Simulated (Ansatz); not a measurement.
C2H5ClSi (SMILES C=[SiH]CCl)

```xyz
9

C    -0.4162    1.3500   -1.1370
Si    0.4807    0.0345   -0.4883
C     0.0351   -0.7907    1.1537
Cl   -0.2920   -2.5532    0.8670
H    -0.1511    1.8218   -2.0957
H    -1.2933    1.7709   -0.6201
H     1.6630   -0.5745   -1.1695
H    -0.8756   -0.3330    1.5876
H     0.8495   -0.7259    1.9024
```

These are results of Ansatz 0.2.0, RKS PBE-D4/def2-SVP, not measurements.

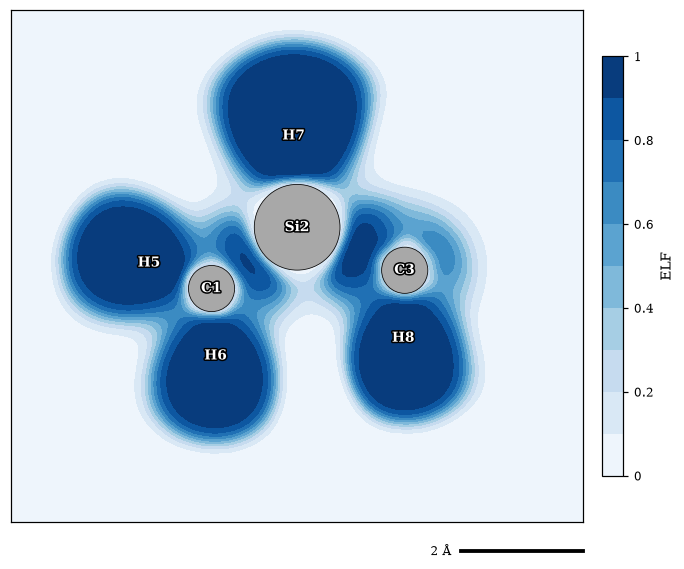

Figure 1. Electron localisation function on the plane of atoms Si2, C3 and H8. Grey discs cover the atomic cores.

> What does the map show?

The plane passes through C, Si and H nuclei.
C–Si (1.72 Å): the ELF peaks at about 0.90 between the atoms, as expected for localised, covalent bonding.
C–H (1.10 Å): the ELF climbs to about 1 towards the hydrogen, as it does in any bond to H (an ordinary covalent bond to hydrogen).
C–Si (1.89 Å): the ELF peaks at about 0.95 between the atoms; localised, covalent bonding.
Si–H (1.49 Å): the ELF climbs to about 1 towards the hydrogen.

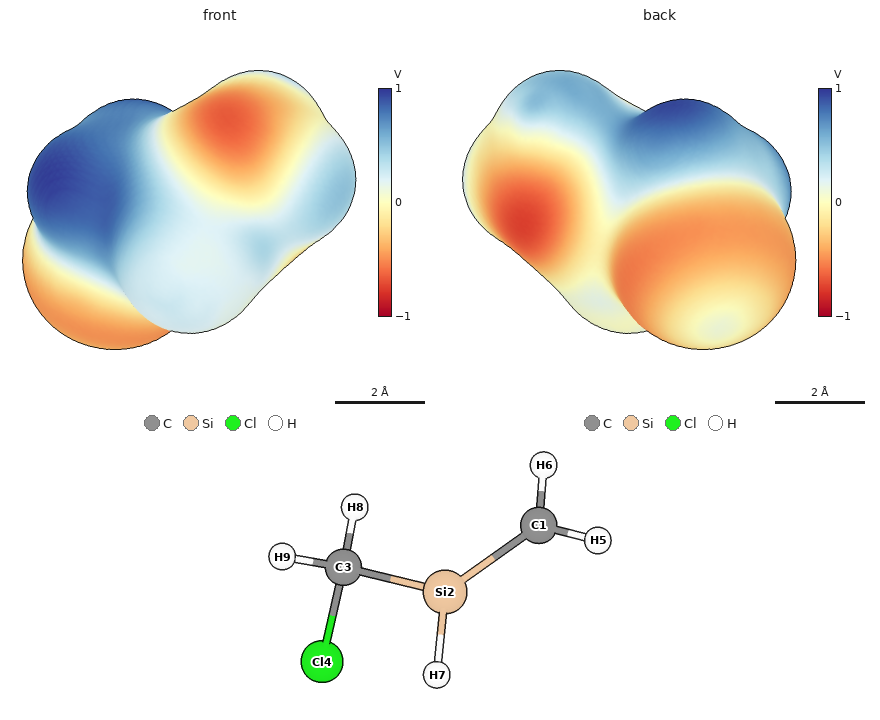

Figure 2. The electrostatic potential painted on the density surface at 0.001 e/bohr³, seen from the front and from behind; red is negative and blue positive. The bare structure is drawn below in the same view.

> Which sites attract a positive test charge, and which a negative one?

A positive charge is drawn to the negative regions and a negative charge to the positive ones. The most negative region (about −0.7 V) lies over the π face of C1, the most positive (about +1.0 V) over H8 and H9.

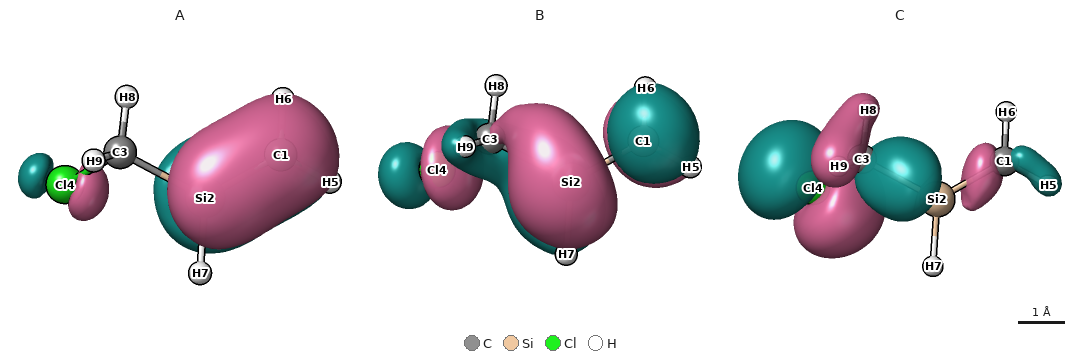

Figure 3. Three frontier orbitals at ±0.1 Å⁻³ᐟ² (teal and pink are the two phases), in no order.

> Order the three orbitals by energy and name them.

C is the HOMO−1 (−6.82 eV). Its weight (Hirshfeld) is mainly on Cl4 (about 65 %), C3 (about 15 %) and Si2 (about 10 %); largely a lone pair of Cl4. A is the HOMO (−5.48 eV). It lies mainly on C1 (about 50 %) and Si2 (about 40 %); π-bonding across C1–Si2. B is the LUMO (−1.87 eV). It lies mainly on Si2 (about 40 %), C1 (about 30 %), Cl4 (about 10 %) and C3 (about 10 %); π-antibonding (π*) across Si2–C1.

> What is the HOMO–LUMO gap?

3.61 eV between the orbital energies.

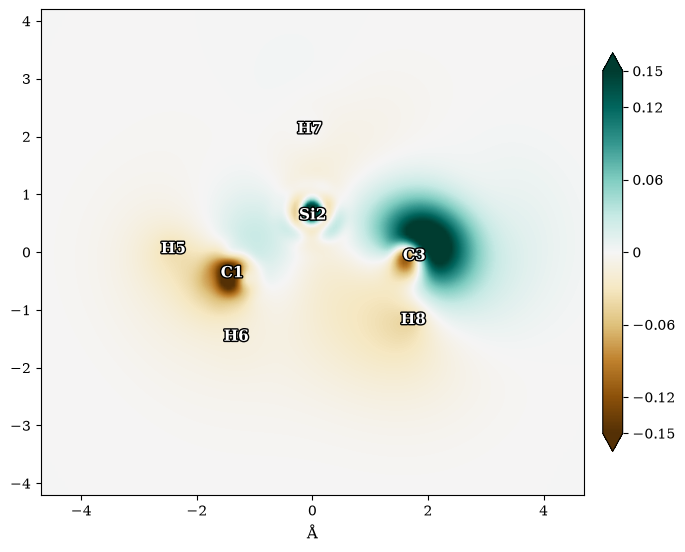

Figure 4. The LUMO on the plane of atoms Si2, C3 and H8 (values in Å⁻³ᐟ²; the overall sign is arbitrary).

> What is the character of this orbital?

Its weight (Hirshfeld) is mainly on Si2 (about 40 %), C1 (about 30 %), Cl4 (about 10 %) and C3 (about 10 %); π-antibonding (π*) across Si2–C1. Its energy is −1.87 eV.
